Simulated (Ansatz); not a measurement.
**C2H7AlGe: ladder of methods at one geometry from a Python script**

Wanted for C2H7AlGe: a ladder of methods at one geometry. SMILES: C[CH]1[AlH][GeH2]1.

All numbers are computed with Ansatz 0.2.0, driven from Python. The levels of theory stand in the script.

### Step 1. The system

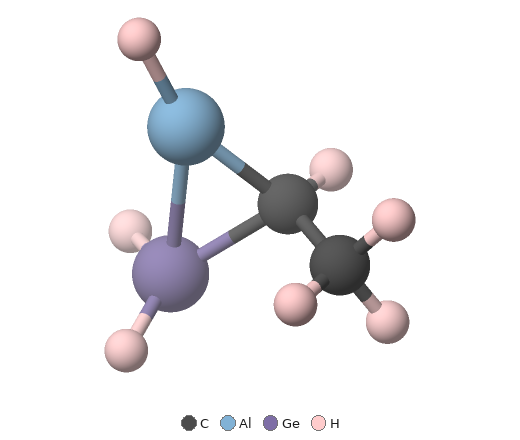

The structure that the script starts from, seen from a chosen angle (carbon dark grey, aluminium light blue, germanium purple, hydrogen pink).

The script holds or builds the structure itself.

### Step 2. Script

Input file c2h7alge.py:

```python
from pathlib import Path
import logging
import sys

import ansatz as az
from ase import Atoms
import numpy as np

logging.basicConfig(stream=sys.stdout, format="%(levelname)s %(message)s")
logger = logging.getLogger("ansatz_job")
logger.setLevel(logging.INFO)

atoms = Atoms(["C", "C", "Al", "Ge", "H", "H", "H", "H", "H", "H", "H"], positions=[
    (-0.7418, 1.2026, -0.2426),
    (-0.6187, -0.2533, -0.042),
    (0.3981, -0.7477, 1.5106),
    (1.0585, -0.9428, -0.904),
    (0.1646, 1.7905, -0.1148),
    (-1.1424, 1.449, -1.292),
    (-1.5242, 1.6376, 0.4587),
    (-1.4893, -0.8351, -0.2393),
    (0.7127, -0.8834, 3.1318),
    (2.1869, 0.0031, -1.0994),
    (1.0609, -2.4775, -1.1465),
])
system = az.Crystal.molecule_from_ase(atoms)

base = system.calculation().basis(gaussian="def2-SVP").scf(lower_state_search="off")

logger.info("functional    E (Ha)        dipole (D)   HOMO (eV)  LUMO (eV)")
for name in ["b3lyp", "lda", "cam_b3lyp", "pbe0", "pbe", "lc_wpbe"]:
    rep = base.functional(name).forces().orbitals().run(runs_dir="runs").report
    lines = Path(rep["orbitals_path"]).read_text().splitlines()
    field_of = lambda key: [line.split("=")[1].strip() for line in lines if line.startswith(key)]
    orbitals = [(27.211386 * float(e), s, float(n)) for e, s, n in zip(field_of("Ene="), field_of("Spin="), field_of("Occup="))]
    homo = max(e for e, _, n in orbitals if n > 0.5)
    lumo = min(e for e, _, n in orbitals if n < 0.5)
    dipole = 4.803205 * np.linalg.norm(rep["charge_distribution"]["dipole_moment_e_ang"])
    logger.info(f"{name:10s} {rep['free_energy_ev'] / 27.211386246:14.6f} {dipole:9.3f} {homo:11.3f} {lumo:10.3f}")
```

### Step 3. The input behind the calls

The engine receives this input (first run):

```yaml
crystal:
  periodic: [false, false, false]
  atoms:
    - { symbol: C, position_ang: [-0.7418, 1.2026, -0.2426] }
    - { symbol: C, position_ang: [-0.6187, -0.2533, -0.042] }
    - { symbol: Al, position_ang: [0.3981, -0.7477, 1.5106] }
    - { symbol: Ge, position_ang: [1.0585, -0.9428, -0.904] }
    - { symbol: H, position_ang: [0.1646, 1.7905, -0.1148] }
    - { symbol: H, position_ang: [-1.1424, 1.449, -1.292] }
    - { symbol: H, position_ang: [-1.5242, 1.6376, 0.4587] }
    - { symbol: H, position_ang: [-1.4893, -0.8351, -0.2393] }
    - { symbol: H, position_ang: [0.7127, -0.8834, 3.1318] }
    - { symbol: H, position_ang: [2.1869, 0.0031, -1.0994] }
    - { symbol: H, position_ang: [1.0609, -2.4775, -1.1465] }
basis:
  gaussian:
    orbitals: def2-SVP
hamiltonian:
  xc: b3lyp
scf:
  lower_state_search: "off"
output:
  orbitals: {}
  forces: true
```

### Step 4. Running it

The run is started by

```console
python c2h7alge.py
```

Standard output:

```text
INFO functional    E (Ha)        dipole (D)   HOMO (eV)  LUMO (eV)
INFO b3lyp        -2399.429186     1.420      -4.691     -1.699
INFO lda          -2394.376794     1.436      -4.156     -2.538
INFO cam_b3lyp    -2399.423372     1.416      -5.940     -0.521
INFO pbe0         -2398.887681     1.461      -4.894     -1.550
INFO pbe          -2398.792009     1.426      -4.052     -2.307
INFO lc_wpbe      -2398.948516     1.473      -7.115      0.515
```

It took 24 s on 1 thread of Arm Neoverse V2, shared host; peak memory 0.32 GiB.

### Step 5. What changed from run to run

The engine's inputs for some of the other runs:

Run 3, against run 1:

```diff
@@ -19 +19 @@
-  xc: b3lyp
+  xc: cam_b3lyp
```

Run 4, against run 1:

```diff
@@ -19 +19 @@
-  xc: b3lyp
+  xc: pbe0
```

Run 6, against run 1:

```diff
@@ -19 +19 @@
-  xc: b3lyp
+  xc: lc_wpbe
```

### Step 6. The runs side by side

One row for each of the 6 runs:

```
run  functional  energy (eV)  SCF cycles  CPU time (s)
  1       b3lyp  -65291.7943          22           4.5
  2         lda  -65154.3118          22             2
  3   cam_b3lyp  -65291.6361          24           5.5
  4        pbe0  -65277.0592          21           4.5
  5         pbe  -65274.4559          21           2.8
  6     lc_wpbe  -65278.7146          24             4
```

Totals under unlike functionals or potentials can't be compared directly.

The fields below are those of run 1.

### Step 7. Pictures from the orbitals

The fields below are evaluated on a grid from the run's orbitals.

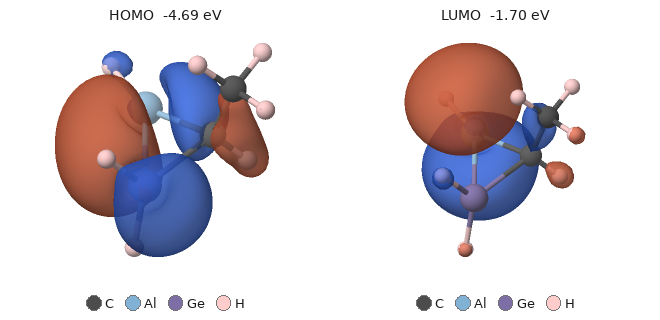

B3LYP/def2-SVP orbitals near the gap, drawn at the value that encloses 70 % of each; the two colours are the two signs.

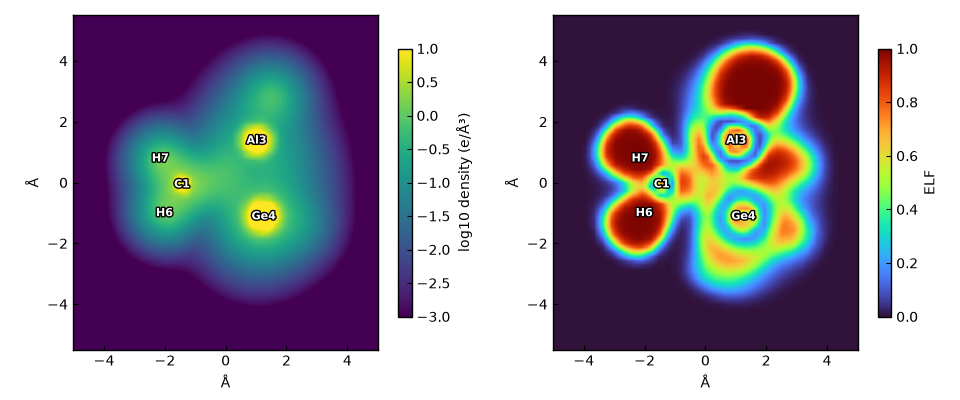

Density (left) and ELF (right) in a plane through or near 5 of the atoms.

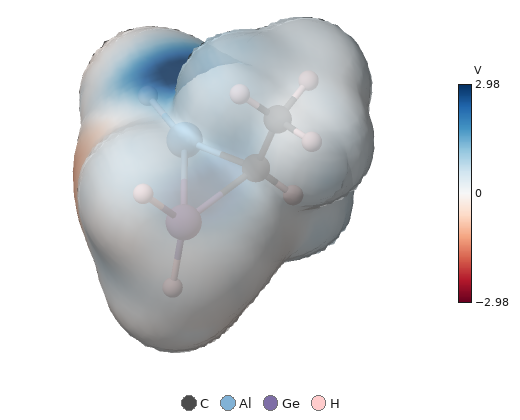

Electrostatic potential on the surface of density 0.002 e/bohr³; red is low, blue high. It runs from -0.94 to 2.98 V.

### Step 8. Results

```
                                        quantity    value
                                   runs compared        6
HOMO-LUMO gap of the mean field (B3LYP/def2-SVP)  2.99 eV
```

**Reading.** All 6 runs converged (21 to 24 cycles). The geometry is a force-field or estimated start, not a minimum of this method, and the basis set is short of its limit. A lower total doesn't mark the better method: functionals have no common bound, and MP2 and coupled cluster aren't variational. b3lyp holds the VWN-RPA fit, as in Gaussian; the form of ORCA and Turbomole is b3lyp5. Levels such as HOMO and LUMO are orbital energies: with these approximate functionals they aren't the ionisation energy and electron affinity, and their gap isn't the fundamental gap.
